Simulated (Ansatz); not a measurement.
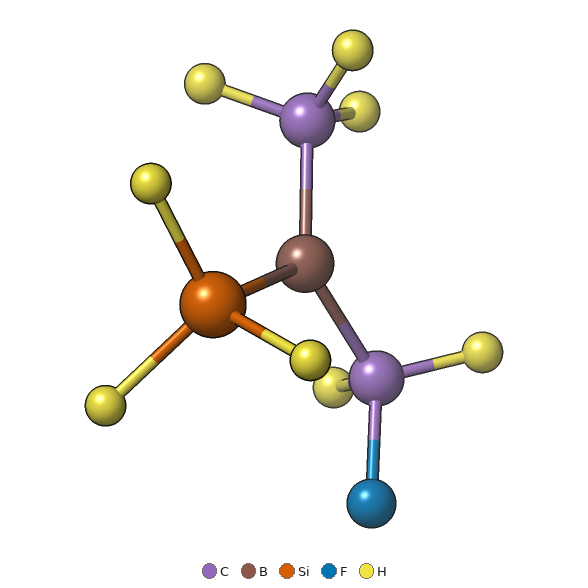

The computed structure is the end point of a PBE0-D4/def2-TZVP optimisation. No frequency run is at hand to confirm it as a minimum.

Give the structural formula.

SMILES: CB([SiH3])CF

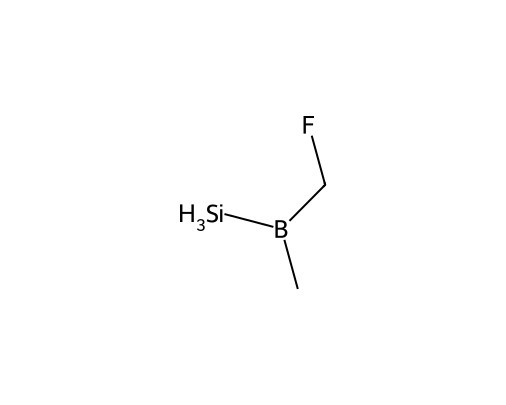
